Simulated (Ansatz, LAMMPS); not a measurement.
# Charge trapping in glassy 83GeO2-17SiO2 (mol %) (258 atoms), part 2 of 3

Does an extra electron or hole in glassy 83GeO2-17SiO2 (mol %) (258 atoms) stay spread out, or do the atoms trap it?

Ansatz 0.2.0; Kohn-Sham DFT, PBE, PAW (set soft_1), plane waves.

The cell: 71 Ge, 15 Si and 172 O. The quench rate of 25 K/ps is many orders above laboratory rates. The network of bonds at the start is that of the classical potential that made the cell. Sampling is at Γ alone, for a cell whose shortest periodic width is 16 Å.

So far. Step 2 (Single point at the start): The r.m.s. force at the start is 1.2 eV/Å. Step 3 (Relaxation): The relaxation converged after 14 steps, 30.6 eV below its start, with a largest force component of 0.030 eV/Å.

## 4. Single point at the relaxed geometry

One more single point at the end of the walk gives the fuller output and checks the residual forces.

The input, input.yaml:

```yaml
crystal:
  lattice:
    - [15.9097, 0.0, 0.0]
    - [0.0, 15.9097, 0.0]
    - [0.0, 0.0, 15.9097]
  atoms:
    - { symbol: Ge, position: [0.40089, 0.43689, 0.21613] }
    - { symbol: Ge, position: [0.29017, 0.10432, 0.98234] }
    - { symbol: Ge, position: [0.49158, 0.86774, 0.40354] }
    - { symbol: Ge, position: [0.24051, 0.73339, 0.60184] }
    - { symbol: Ge, position: [0.2848, 0.04996, 0.58125] }
    - { symbol: Ge, position: [0.84536, 0.34313, 0.98537] }
    [... 246 atom lines left out ...]
    - { symbol: O, position: [0.01179, 0.61114, 0.73911] }
    - { symbol: O, position: [0.44478, 0.75156, 0.79201] }
    - { symbol: O, position: [0.69698, 0.13848, 0.6404] }
    - { symbol: O, position: [0.45299, 0.0303, 0.88709] }
    - { symbol: O, position: [0.20761, 0.3911, 0.16553] }
    - { symbol: O, position: [0.70501, 0.85535, 0.55295] }
kpoints:
  mp_grid: { grid: [1, 1, 1] }
hamiltonian:
  xc: pbe
  pseudopotentials: { kind: paw, azcp: { folder: soft_1 } }
scf:
  occupations: { method: fixed }
output:
  forces: true
  stress: true
  populations: true
  dos:
    method: { smearing: { sigma: 0.1 } }
    de: 0.1
    projected: { site_lists: { Ge: [Ge], O: [O], Si: [Si] } }
  eigenvalues: true
  write_density: true
  write_potential: true
  volumetric_format: npy
```

On the command line:

```console
> ansatz run input.yaml --threads 16 --pin off --max-ram 31232MiB --backend cpu --events-out ev --progress --plain --runs-dir out
```

Numbers of over 12 decimals in the logs are rounded to 6 here.

Output:

```text
[...]
Crystal: 258 atoms, lattice volume = 4027.040 Å³
Basis set: ecut = 420 eV, 78805 PW (Γ), exchange–correlation on 216×216×216 points (8 copies of the dense FFT grid, shifted against one another)
Bands: 1301, of which v1, the nominal top of the filled ones, is band 1043 counted from 1 (1042 counted from 0)
Symmetry: 1 space group operations
[...]
k-points: 1
[...]
SCF iter   1: F=—  HF=-412176.908903 eV  |F-HF|=—  |Δ(HF+E_count)|=         —  Δρ=9.72e-2  dr2=2.68e2  ethr=3.10e-3  ⟨swp⟩=5.0  Hψ=4299  notcnv=0  defer=255
[...]
SCF iter  13: F=-412098.862579 eV  HF=-412098.862579 eV  |F-HF|=1.36e-8  |Δ(HF+E_count)|=   2.28e-7  Δρ=1.63e-6  dr2=9.86e-8  ethr=4.79e-12  ⟨swp⟩=19.0  Hψ=11190  notcnv=0
SCF 1 converged in 13 iterations: F = -412098.862579 eV  dr2 = 9.86e-8
[...]
WARN: The input density's exchange-correlation potential varies sharply where the density is thin. Do not read a vacuum level from v_tot or v_xc, or from such a field of the output density. On a cell that repeats whose density bears no net charge and no dipole along the vacuum's axis use v_es (v_loc + v_h of the components); [...]
SCF converged after 13 iterations
Free energy (F): -412098.862579 eV
[...]
Internal energy: -412098.862579 eV  (E = F + TS)
E sigma→0 (E₀):  -412098.862579 eV
Fermi energy:    2.934786 eV
[...]
--- Forces (eV/Å), atoms counted from 1 ---
  atom   1  Ge    -0.00373992     0.00609357    -0.01323788
  atom   2  Ge     0.00168936    -0.00384577     0.00391409
  atom   3  Ge     0.00258549     0.00160334    -0.00809520
  atom   4  Ge     0.00848328     0.00235764    -0.00896649
  atom   5  Ge     0.01495622     0.01483752     0.00332077
  atom   6  Ge    -0.00181664    -0.00599267     0.00225856
  atom   7  Ge    -0.00468706     0.00148539     0.00700234
  atom   8  Ge     0.00896273    -0.00025992    -0.00182177
  atom   9  Ge     0.00476945     0.00518048    -0.00008003
  atom  10  Ge     0.00494599    -0.00248255    -0.00197107
  atom  11  Ge    -0.00664393     0.00123021    -0.00668657
  atom  12  Ge    -0.00035306    -0.00657846    -0.00278671
  atom  13  Ge    -0.00462889     0.00197090    -0.00409756
  atom  14  Ge     0.00231915    -0.00273434     0.00310746
[...]
atom 257  O      0.00167954     0.00208792     0.00179702
  atom 258  O      0.00524502     0.00241764     0.00046512
  max |Σ_I F_I| component: 2.96e-5 eV/Å
--- Stress (GPa, compression-positive) ---
       -3.575147      -0.238161       0.027935
       -0.238161      -0.779972      -0.452128
        0.027935      -0.452128      -0.909399
  P = ⅓ Tr σ = -1.7548 GPa (-17.548 kbar)
--- Band table (eV) ---
[...]
--- Löwdin populations: 258 sites ---
  site symbol       q [e]
     0     Ge     12.5008
     1     Ge     12.4879
     2     Ge     12.4454
[...]
257      O      6.6685
  spilling = 0.007197 (of n_electrons = 2086.000000)
```

Wall time 2.4 min (16 threads of Arm Neoverse V2, shared host); peak memory 10 GiB; 37 min of CPU time.

The program notes that the exchange-correlation potential is rough where the density is thin.

The run gave:

```yaml
free_energy: -412098.8626 eV
free_energy_per_atom: -1597.2824 eV/atom
scf_cycles: 13
pressure: -1.755 GPa
r_m_s_force_component: 0.00591 eV/Å
longest_force: 0.03714 eV/Å
fermi_energy: 2.935 eV
spacing_of_highest_filled_and_lowest_empty_level: 1.92 eV
spilling_of_the_projection: 0.007197
```

Löwdin charges by element and coordination (they lack the spilled electrons, 0.058 e an atom on average):

| element | coordination | atoms | mean charge (e) | spread | least | most |
| --- | --- | --- | --- | --- | --- | --- |
| Ge | all | 71 | 1.52 | 0.0194 | 1.48 | 1.56 |
| Ge | 4 | 68 | 1.53 | 0.0178 | 1.48 | 1.56 |
| Ge | 5 | 3 | 1.48 | 0.0057 | 1.48 | 1.49 |
| O | all | 172 | -0.690 | 0.0263 | -0.762 | -0.645 |
| O | 2 | 169 | -0.690 | 0.0261 | -0.762 | -0.645 |
| O | 3 | 3 | -0.656 | 0.0069 | -0.663 | -0.647 |
| Si | all | 15 | 1.70 | 0.0085 | 1.69 | 1.72 |

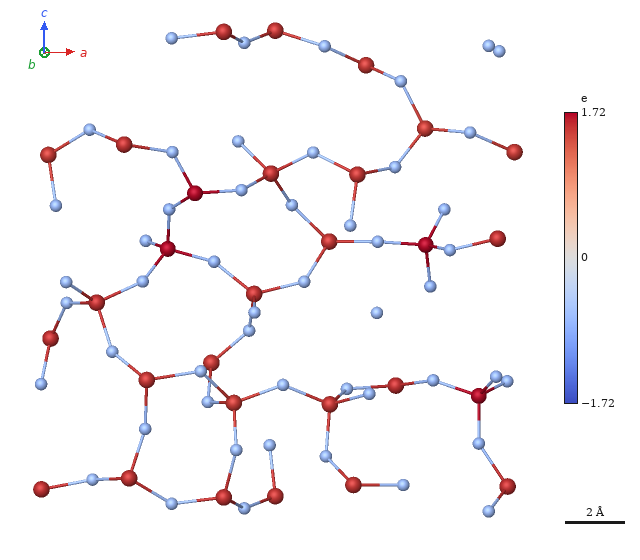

Atoms coloured by Löwdin charge. Drawn is a slice 4 Å thick, seen along the normal of the ac plane. Bonds to atoms that aren't drawn are left out.

Charge against the make-up of the first shell:

| Si neighbours of O | atoms | mean charge (e) |
| --- | --- | --- |
| 0 | 120 | -0.675 |
| 1 | 44 | -0.718 |
| 2 | 8 | -0.754 |

Density of states as counts of states in windows of 1 eV (from the Fermi level), total and the larger projections:

| from (eV) | to (eV) | total | O p | Ge p | Ge s |
| --- | --- | --- | --- | --- | --- |
| -14 | -11 | 0.0 | 0.0 | 0.0 | 0.0 |
| -11 | -10 | 1.3 | 0.7 | 0.0 | 0.5 |
| -10 | -9 | 37.8 | 19.7 | 1.0 | 13.3 |
| -9 | -8 | 44.8 | 24.3 | 2.2 | 12.5 |
| -8 | -7 | 43.2 | 25.2 | 3.2 | 8.8 |
| -7 | -6 | 41.4 | 26.8 | 4.8 | 4.7 |
| -6 | -5 | 119.2 | 87.8 | 22.7 | 1.1 |
| -5 | -4 | 65.3 | 49.0 | 12.4 | 0.6 |
| -4 | -3 | 111.4 | 89.5 | 9.8 | 1.2 |
| -3 | -2 | 212.5 | 190.6 | 8.8 | 1.1 |
| -2 | -1 | 285.6 | 273.3 | 4.0 | 0.5 |
| -1 | 0 | 68.2 | 66.4 | 0.5 | 0.1 |
| 0 | 1 | 1.1 | 1.0 | 0.0 | 0.0 |
| 1 | 2 | 1.7 | 0.4 | 0.1 | 0.8 |
| 2 | 3 | 7.3 | 2.0 | 0.6 | 3.2 |
| 3 | 4 | 32.3 | 8.8 | 3.4 | 13.5 |
| 4 | 5 | 36.1 | 10.1 | 5.2 | 13.7 |

With fixed occupations the program's Fermi level is the highest filled level; weight inside the gap is the broadening of levels at its edges.

Between -26 and -14 eV lie 1054 more states.

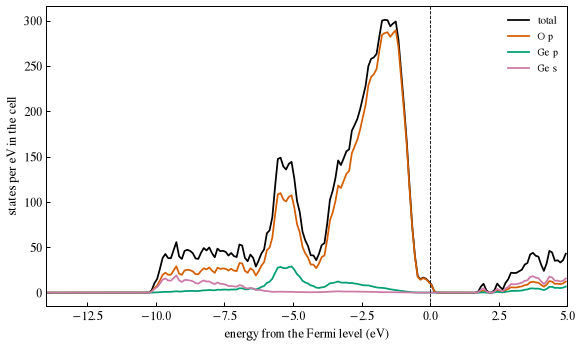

Total and projected density of states, with the broadening of the input.

The levels nearest the highest filled one (over half full), pooled over k-points and spins:

| level less the highest filled one (eV) | occupation |
| --- | --- |
| -0.589 | 2 |
| -0.544 | 2 |
| -0.405 | 2 |
| -0.267 | 2 |
| -0.159 | 2 |
| 0 | 2 |
| 1.92 | 0 |
| 2.47 | 0 |
| 2.77 | 0 |
| 2.92 | 0 |
| 2.98 | 0 |
| 3.09 | 0 |

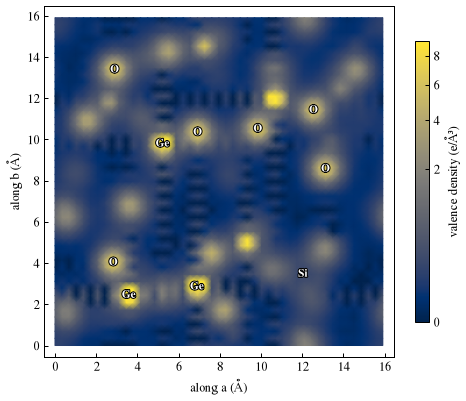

Valence density in the ab plane at fractional z = 0.210, with atoms of Ge and Si and O within 0.2 Å of it. It is the smooth field of the valence electrons, not physical close to the nuclei. The map starts off the cell's origin, so that atoms lie inside it. The colour scale is stretched toward low values.

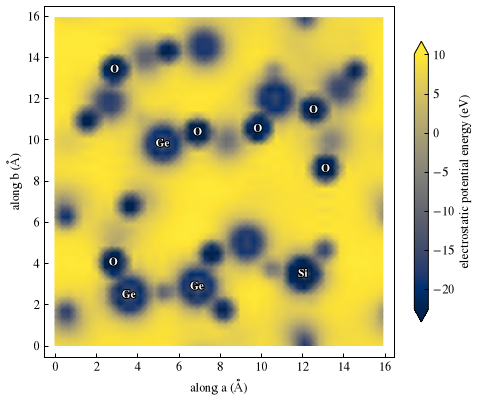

Electrostatic potential energy in the ab plane at fractional z = 0.210, with atoms of Ge and Si and O within 0.2 Å of it. With pseudopotentials it is smooth inside the atoms' cores, unlike the true potential. The map starts off the cell's origin, so that atoms lie inside it.

Filled and empty levels are parted by 1.92 eV (at Γ alone); a semilocal functional tends to put such gaps too low. In a disordered cell it changes from sample to sample, and tail or defect levels can set it. Mean Löwdin charges: Ge +1.52, O -0.69, Si +1.70 e (they miss 0.72 % of the electrons, so they add up to more than the cell's charge). The charge on O changes by -0.042 e for each Si neighbour that takes the place of another kind, on average. The largest share in the top eV of filled states is O p (98 % of the projected weight), and in the lowest eV of empty states Ge s (46 % of the projected weight).

## 5. An extra electron, atoms held

The electron count changes by one with the atoms held: a vertical process, on a uniform background, with spin and a narrow Fermi–Dirac smearing. Its energy against the neutral cell hangs on the program's zero of potential.

The input, input.yaml:

```yaml
crystal:
  lattice:
    - [15.9097, 0.0, 0.0]
    - [0.0, 15.9097, 0.0]
    - [0.0, 0.0, 15.9097]
  atoms:
    [... the 258 atom lines of step 4 ...]
total_charge: -1
kpoints:
  mp_grid: { grid: [1, 1, 1] }
hamiltonian:
  xc: pbe
  pseudopotentials: { kind: paw, azcp: { folder: soft_1 } }
scf:
  occupations: { method: fermi_dirac, width: 0.01 }
  lower_state_search: "off"
output:
  forces: true
  stress: true
  populations: true
  dos:
    method: { smearing: { sigma: 0.15 } }
    de: 0.1
    projected: { site_lists: { Ge: [Ge], O: [O], Si: [Si] } }
  eigenvalues: true
  write_density: true
  write_potential: true
  volumetric_format: npy
magnetization:
  spin_polarized: true
  initial_magnetization: 1
```

Output:

```text
[...]
Crystal: 258 atoms, lattice volume = 4027.040 Å³
Basis set: ecut = 420 eV, 78805 PW (Γ), exchange–correlation on 216×216×216 points (8 copies of the dense FFT grid, shifted against one another)
Bands: 1302, of which v1, the nominal top of the filled ones, is band 1044 counted from 1 (1043 counted from 0)
Symmetry: 1 space group operations
[...]
k-points: 1
[...]
Starting moments: Σ|m| = 1 μB on 258 of 258 sites
[...]
SCF iter   1: F=—  HF=-412169.392473 eV  |F-HF|=—  |Δ(HF+E_count)|=         —  Δρ=4.82e-2 (↑4.77e-2 ↓4.82e-2)  dr2=2.63e2  dr2_m=1.15e-2  M=1.000 μB ∫|m|=1.072 μB  β_m=1.00  ethr=3.10e-3  ⟨swp⟩=6.0  Hψ=9542  notcnv=0  defer=310
[...]
spin=Collinear: Resta preconditioning applied to the charge; magnetization (m = ρ↑ − ρ↓) channel mixes plain (no charge-response kernel on spin).
SCF iter   2: F=—  HF=-412114.459533 eV  |F-HF|=—  |Δ(HF+E_count)|=         —  Δρ=2.79e-2 (↑2.79e-2 ↓2.79e-2)  dr2=7.84e1  dr2_m=2.01e-3  M=0.556 μB ∫|m|=0.656 μB  β_m=0.30  ethr=3.10e-3  ⟨swp⟩=2.0  Hψ=4076  notcnv=0  defer=500
[...]
SCF iter   8: F=—  HF=-412093.970832 eV  |F-HF|=—  |Δ(HF+E_count)|=   3.45e-3  Δρ=1.54e-4 (↑1.41e-4 ↓1.54e-4)  dr2=1.91e-3  dr2_m=2.89e-4  M=0.260 μB ∫|m|=0.313 μB  β_m=0.30  ethr=3.28e-7  ⟨swp⟩=2.0  Hψ=4196  notcnv=0  defer=506
[...]
spin-set hold released at iteration 8 (site moments contracting): the magnetisation degrees of freedom join the quasi-Newton model from the next iteration; the mixer history was flushed
SCF iter   9: F=—  HF=-412093.972052 eV  |F-HF|=—  |Δ(HF+E_count)|=   1.22e-3  Δρ=1.16e-4 (↑1.10e-4 ↓1.16e-4)  dr2=1.04e-3  dr2_m=2.07e-4  M=0.234 μB ∫|m|=0.282 μB  β_m=0.65  ethr=9.16e-8  ⟨swp⟩=2.0  Hψ=2100  notcnv=0  defer=506
SCF iter  10: F=—  HF=-412093.974149 eV  |F-HF|=—  |Δ(HF+E_count)|=   2.10e-3  Δρ=4.47e-5 (↑3.83e-5 ↓4.47e-5)  dr2=8.54e-5  dr2_m=4.59e-5  M=0.131 μB ∫|m|=0.158 μB  β_m=0.73  ethr=4.99e-8  ⟨swp⟩=2.0  Hψ=4195  notcnv=0  defer=506
[...]
SCF iter  16: F=—  HF=-412093.979930 eV  |F-HF|=—  |Δ(HF+E_count)|=   1.46e-7  Δρ=1.05e-6 (↑8.84e-7 ↓1.05e-6)  dr2=1.02e-7  dr2_m=7.32e-9  M=0.002 μB ∫|m|=0.002 μB  β_m=0.74  ethr=1.80e-11  ⟨swp⟩=2.5  Hψ=4186  notcnv=0  defer=506
SCF iter  17: F=-412093.979930 eV  HF=-412093.979930 eV  |F-HF|=8.32e-9  |Δ(HF+E_count)|=   9.78e-9  Δρ=2.87e-7 (↑2.87e-7 ↓2.68e-7)  dr2=1.03e-8  dr2_m=5.75e-10  M=0.000 μB ∫|m|=0.001 μB  ethr=4.79e-12  ⟨swp⟩=18.0  Hψ=21210  notcnv=0
WARN: the starting moments were not kept: the SCF closed with an absolute magnetisation of 5.3e-4 μB, where they sum to 1 μB in size (258 sites). That is at most 0.1 of that sum. Measured as dr2_m measures the in/out step, that magnetisation stands 2.1e-9 eV from none, [...]
SCF 1 converged in 17 iterations: F = -412093.979930 eV  dr2 = 1.03e-8
[...]
SCF converged after 17 iterations
Magnetization: 0.0004 μB (1043.5002 up, 1043.4998 down)
Absolute magnetization: 0.0005 μB (∫|ρ↑−ρ↓|, with the PAW one-centre terms)
[...]
Per-site moments (μB) at R_I (Å): [(2.7272569345069835e-6, 0.722024), (1.2953338066357191e-6, 0.730048), (1.199371780912998e-7, 0.720836), (1.8161366287290757e-7, 0.726138), (2.6304429412684797e-7, 0.724306), [...]
Free energy (F): -412093.979930 eV
[...]
Internal energy: -412093.966067 eV  (E = F + TS)
E sigma→0 (E₀):  -412093.972998 eV
Entropy (-TS):   -0.013863 eV (-0.054 meV/atom)
Fermi energy:    4.930148 eV
[...]
Σ components = -412093.979930   (vs F -412093.979930, Δ=0.00e0)
--- Forces (eV/Å), atoms counted from 1 ---
  atom   1  Ge    -0.00616866    -0.10164141     0.05260534
  atom   2  Ge    -0.06473925    -0.04069194     0.05857746
  atom   3  Ge    -0.00827550     0.01841166    -0.07610774
  atom   4  Ge     0.00181286     0.00827428    -0.00423032
[...]
atom 258  O     -0.03137130    -0.01245654     0.02883845
  max |Σ_I F_I| component: 1.32e-5 eV/Å
--- Stress (GPa, compression-positive) ---
       -3.269847      -0.228540       0.018076
       -0.228540      -0.538196      -0.438324
        0.018077      -0.438324      -0.666849
  P = ⅓ Tr σ = -1.4916 GPa (-14.916 kbar)
--- Band table (eV) ---
[...]
--- Löwdin populations: 258 sites ---
  site symbol       q [e]    m [muB]
     0     Ge     12.5185     0.0000
     1     Ge     12.4980     0.0000
     2     Ge     12.4490     0.0000
[...]
257      O      6.6708     0.0000
  spilling = 0.007206 (of n_electrons = 2087.000000)
```

Wall time 7.7 min (16 threads); peak memory 18 GiB; 2 h of CPU time.

The program notes that starting moments were not kept.

An extra electron, atoms held: the energy stands 4.88 eV above that of the reference. An odd electron should give 1 μB; this run ended with the carrier shared between both spins.

The levels nearest the highest filled one (over half full), pooled over k-points and spins:

| level less the highest filled one (eV) | occupation |
| --- | --- |
| -2.06 | 1 |
| -2.06 | 1 |
| 0 | 0.5 |
| 0 | 0.5 |
| 0.597 | 0 |
| 0.597 | 0 |
| 0.818 | 0 |
| 0.818 | 0 |

## 6. An extra electron, atoms relaxed

The atoms now respond to the charge; the energy gained comes from screening by the atoms, from trapping if the charge localises, and from any strain left in the reference.

input.yaml, the sections that differ from step 5:

```yaml
output:
  forces: true
relax:
  f_tol: 0.05
  max_steps: 90
# crystal, total_charge, kpoints, hamiltonian, scf, magnetization: as in step 5
```

Output:

```text
[...]
Crystal: 258 atoms, lattice volume = 4027.040 Å³
Basis set: ecut = 420 eV, 78805 PW (Γ), exchange–correlation on 216×216×216 points (8 copies of the dense FFT grid, shifted against one another)
Bands: 1302, of which v1, the nominal top of the filled ones, is band 1044 counted from 1 (1043 counted from 0)
Symmetry: 1 space group operations
[...]
k-points: 1
[...]
Starting moments: Σ|m| = 1 μB on 258 of 258 sites
[...]
SCF iter   1: F=—  HF=-412169.393102 eV  |F-HF|=—  |Δ(HF+E_count)|=         —  Δρ=4.82e-2 (↑4.77e-2 ↓4.82e-2)  dr2=2.63e2  dr2_m=1.15e-2  M=1.000 μB ∫|m|=1.072 μB  β_m=1.00  ethr=3.10e-3  ⟨swp⟩=6.0  Hψ=9530  notcnv=0  defer=320
[...]
SCF iter   2: F=—  HF=-412114.460090 eV  |F-HF|=—  |Δ(HF+E_count)|=         —  Δρ=2.79e-2 (↑2.79e-2 ↓2.79e-2)  dr2=7.84e1  dr2_m=2.01e-3  M=0.556 μB ∫|m|=0.656 μB  β_m=0.30  ethr=3.10e-3  ⟨swp⟩=2.0  Hψ=4076  notcnv=0  defer=500
[...]
SCF iter   8: F=—  HF=-412093.976451 eV  |F-HF|=—  |Δ(HF+E_count)|=   8.88e-3  Δρ=1.54e-4 (↑1.41e-4 ↓1.54e-4)  dr2=1.91e-3  dr2_m=2.89e-4  M=0.260 μB ∫|m|=0.313 μB  β_m=0.30  ethr=3.28e-7  ⟨swp⟩=2.0  Hψ=4702  notcnv=0  defer=506
[...]
SCF iter  10: F=—  HF=-412093.979779 eV  |F-HF|=—  |Δ(HF+E_count)|=   2.11e-3  Δρ=4.62e-5 (↑3.90e-5 ↓4.62e-5)  dr2=9.71e-5  dr2_m=4.63e-5  M=0.132 μB ∫|m|=0.159 μB  β_m=0.71  ethr=4.99e-8  ⟨swp⟩=2.0  Hψ=4195  notcnv=0  defer=506
[...]
SCF iter  13: F=-412093.979919 eV  HF=-412093.979926 eV  |F-HF|=6.85e-6  |Δ(HF+E_count)|=   1.11e-5  Δρ=1.22e-5 (↑1.08e-5 ↓1.22e-5)  dr2=9.39e-6  dr2_m=2.33e-6  M=0.030 μB ∫|m|=0.036 μB  β_m=0.85  ethr=2.75e-10  ⟨swp⟩=1.0  Hψ=7832  notcnv=0
SCF iter  14: F=-412093.979928 eV  HF=-412093.979929 eV  |F-HF|=6.29e-7  |Δ(HF+E_count)|=   2.91e-6  Δρ=4.55e-6 (↑4.55e-6 ↓3.76e-6)  dr2=1.02e-6  dr2_m=3.73e-7  M=0.012 μB ∫|m|=0.014 μB  ethr=2.75e-10  ⟨swp⟩=1.0  Hψ=7006  notcnv=0
[...]
SCF 1 converged in 14 iterations: F = -412093.979928 eV  dr2 = 1.02e-6
[...]
relax step   1: F+E_penalty+E_count = -412093.97992850 eV  Δ(F+E_penalty+E_count) = +0.000e0 eV  max|allowed force component| = 2.408e-1 eV/Å  Δτ_max = 0.0000 Å  (14 SCF iters, dr2 threshold 6.25e-5 eV, accepted)
[...]
relax step   2: F+E_penalty+E_count = -412094.00121412 eV  Δ(F+E_penalty+E_count) = -2.129e-2 eV  max|allowed force component| = 1.458e-1 eV/Å  Δτ_max = 0.0127 Å  (7 SCF iters, dr2 threshold 3.62e-6 eV, accepted)
[...]
relax step   3: F+E_penalty+E_count = -412094.01306693 eV  Δ(F+E_penalty+E_count) = -1.185e-2 eV  max|allowed force component| = 4.216e-2 eV/Å  Δτ_max = 0.0154 Å  (11 SCF iters, accepted)
SCF converged after 11 iterations
Magnetization: 0.0015 μB (1043.5007 up, 1043.4993 down)
Absolute magnetization: 0.0016 μB (∫|ρ↑−ρ↓|, with the PAW one-centre terms)
[...]
Per-site moments (μB) at R_I (Å): [(9.50645700785869e-6, 0.723171), (3.965790410938518e-6, 0.730551), (3.31156488478459e-7, 0.721124), (4.604111759897394e-7, 0.725885), (7.587788655080751e-7, 0.725425), [...]
Free energy (F): -412094.013067 eV
[...]
Internal energy: -412093.999204 eV  (E = F + TS)
E sigma→0 (E₀):  -412094.006135 eV
Entropy (-TS):   -0.013863 eV (-0.054 meV/atom)
Fermi energy:    4.873115 eV
[...]
Σ components = -412094.013067   (vs F -412094.013067, Δ=0.00e0)
--- Forces (eV/Å), atoms counted from 1 ---
  atom   1  Ge     0.00932407     0.01692812    -0.01041361
  atom   2  Ge     0.00066120    -0.00452507    -0.00367181
  atom   3  Ge     0.00376624     0.01052849     0.00512128
  atom   4  Ge    -0.00273863    -0.00158531    -0.00411490
[...]
atom 258  O      0.00445007     0.00125766    -0.00442731
  max |Σ_I F_I| component: 3.42e-5 eV/Å
--- Relaxed structure (3 steps of the walk, 3 accepted, 0 SCFs on fresh bases) ---
  F+E_penalty+E_count = -412094.01306693 eV   max|allowed force component| = 4.216e-2 eV/Å
  atoms:
    - { symbol: Ge, position: [0.401520, 0.436772, 0.216269] }
    - { symbol: Ge, position: [0.289693, 0.103741, 0.982441] }
    - { symbol: Ge, position: [0.491594, 0.867458, 0.403535] }
    - { symbol: Ge, position: [0.240680, 0.733362, 0.602364] }
[...]
- { symbol: O, position: [0.705147, 0.855282, 0.553316] }
```

The job ended after 8.5 min (16 threads; peak memory 16 GiB; 2.1 h of CPU time).

The relaxation converged after 3 steps, 0.0331 eV below its start, with a largest force component of 0.042 eV/Å.

An extra electron, atoms relaxed: the energy stands 4.85 eV above that of the reference. An odd electron should give 1 μB; this run ended with the carrier shared between both spins.

[end of part 2 of 3]

[Logs are printed without paths, hosts, clocks, repeated set-up lines and the standing remarks that a program may print on its own settings, such as how far it seeks lower states.]

[Hosts, paths, dates, database ids (printed as entryN), source tags and the programs' standing remarks are cut or masked in the printed files.]
